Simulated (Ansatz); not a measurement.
# Ca (fcc, Cu type), frozen-phonon scan

Starting cell, Ca (fcc, Cu type):

```xyz
2
Lattice="0.0000 5.5264 5.5264 2.7632 0.0000 2.7632 2.7632 2.7632 0.0000" Properties=species:S:1:pos:R:3 pbc="T T T"
Ca     0.0000     0.0000     0.0000
Ca     2.7632     2.7632     5.5264
```

The atoms are displaced by Q × the pattern below (from a DFPT mode at L = (0.5, 0.0, 0.0), largest move 1; Q in Å), at fixed cell. (q is in reciprocal vectors of the primitive cell; the cell shown is doubled to hold the pattern.)

```tsv
atom	x	y	z
Ca1	-0.577	0.577	0.577
Ca2	0.577	-0.577	-0.577
```

The numbers are results of PBE (plane waves to 420 eV, PAW, scalar-relativistic; Ansatz, an electronic-structure program), not measurements. k mesh 15×15×15 (Γ-centred), Fermi-Dirac smearing 0.05 eV. E stands for the smeared free energy. With partly filled bands, energies and forces of such displacements shift with the k mesh and the smearing. Ca was relaxed with its symmetry unable to fall. The PAW data are Ansatz's earlier set. ΔE is measured from the undisplaced structure.

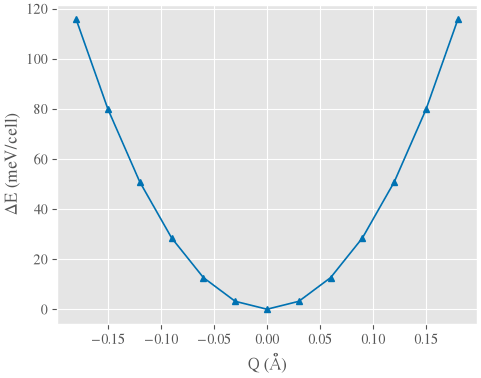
Fig. 1. ΔE (meV/cell) against Q (Å); computed points joined by lines.

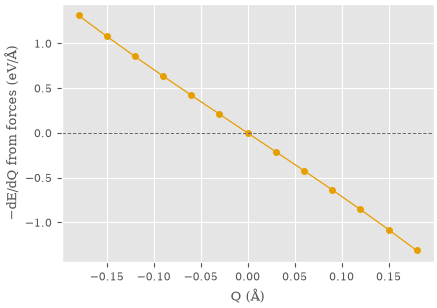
*−dE/dQ from forces (eV/Å) against Q (Å); one marker a computed point.*

The energy at Q = 0.180 Å is 116 meV/cell. Symmetry of the curve: even: the same for both signs. Wavenumber by perturbation theory (DFPT, on another k mesh): 153 cm⁻¹. Shape of the curve: a single well with its minimum at or next to zero displacement. Harmonic wavenumber from the curvature (finite differences): 154 cm⁻¹.

E″ = 6.99 eV/Å², M = Σ mᵢ|uᵢ|² = 80.2 u, ν̃ = 521.5·√(|E″|/M).

(For displaced atoms, the force is minus the slope of the energy, and its curvature is a force constant, which sets phonon frequencies.)
